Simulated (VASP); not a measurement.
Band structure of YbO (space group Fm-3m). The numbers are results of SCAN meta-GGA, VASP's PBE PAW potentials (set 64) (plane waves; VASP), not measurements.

The 4f electrons are frozen in the core of the lanthanide potential, so 4f levels, which can set the real gap, and their magnetism are missing.

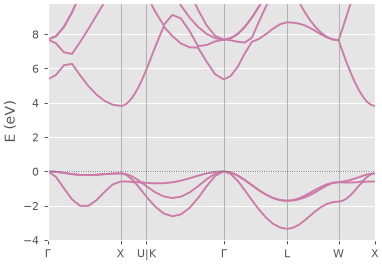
Figure. Bands along high-symmetry lines, zero at the valence-band maximum or, without a gap, the Fermi level

Read the plot: is there a gap, and where are the band edges?

The gap is indirect, 3.81 eV, from the valence maximum at Γ to the conduction minimum at X.

The structure comes from a measured YbO entry (Fm-3m) of the Crystallography Open Database, whose conditions weren't checked. It was relaxed first, which changed the volume by -12 %.
